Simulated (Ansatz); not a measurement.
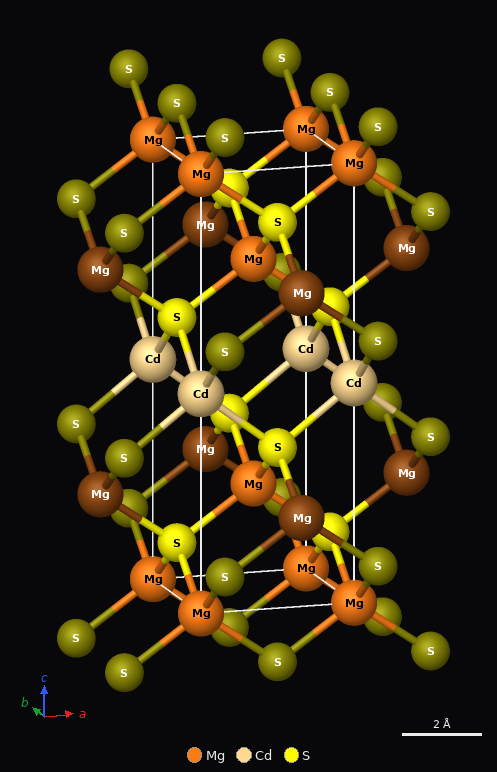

An orthographic ball-and-stick view of the structure, slightly off an axis. The parallelepiped is the conventional unit cell. Periodic images bonded to atoms of the box are shown as well, in fainter colours.

Mg$_{3}$CdS$_{4}$, space group P-4m2 (No. 115), a = 4.077 Å, b = 4.077 Å, c = 11.460 Å, α = 90.00°, β = 90.00°, γ = 90.00°. Starting structure: a structure type filled with these elements by a generator (whether the compound takes this form wasn't checked). Earlier steps of the study may have refined or changed the cell and positions. A calculation with Ansatz used it as input.

This one geometry was computed with Ansatz (DFT, plane waves, PAW) at three levels of theory: LDA, r2SCAN and PBE.

Which level gives the highest pressure at this volume, and what does that say about its equilibrium volume?

Answer. Highest: PBE (0.0 GPa), which points to the largest equilibrium volume. Lowest, with the smallest volume: LDA (-3.5 GPa). Levels within 0.5 GPa of each other can't be told apart.

How does the band gap change with the level of theory?

Answer. LDA: a gap of 2.27 eV, direct; PBE: a gap of 2.53 eV, direct; r2SCAN: a gap of 3.09 eV, direct.

Collect the results in a table.

Answer.
| level | cutoff (eV) | k-mesh of the run's cell | gap (eV) | pressure (GPa) |
| --- | --- | --- | --- | --- |
| LDA | 420 | 6×6×2 | 2.27 | -3.5 |
| r2SCAN | 500 | 6×6×2 | 3.09 | -1.2 |
| PBE | 420 | 6×6×2 | 2.53 | 0.0 |

Gaps are taken on the k-mesh or band path of each run.
